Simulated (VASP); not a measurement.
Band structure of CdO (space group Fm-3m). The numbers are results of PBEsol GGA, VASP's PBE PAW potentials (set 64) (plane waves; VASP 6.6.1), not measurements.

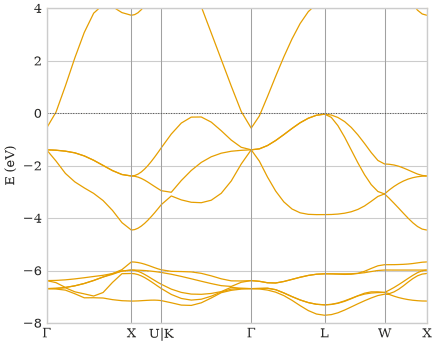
Figure. Bands along high-symmetry lines, zero at the valence-band maximum or, without a gap, the Fermi level

Question: Read the plot: is there a gap, and where are the band edges?

Answer: It has no gap at this level: it comes out as a metal or semimetal.

The structure is a typed CdO crystal (Fm-3m). The cell was not relaxed at this level. The k-mesh is coarse (spacing up to 0.39 per Å, 2π included), so the numbers may not be converged in it.
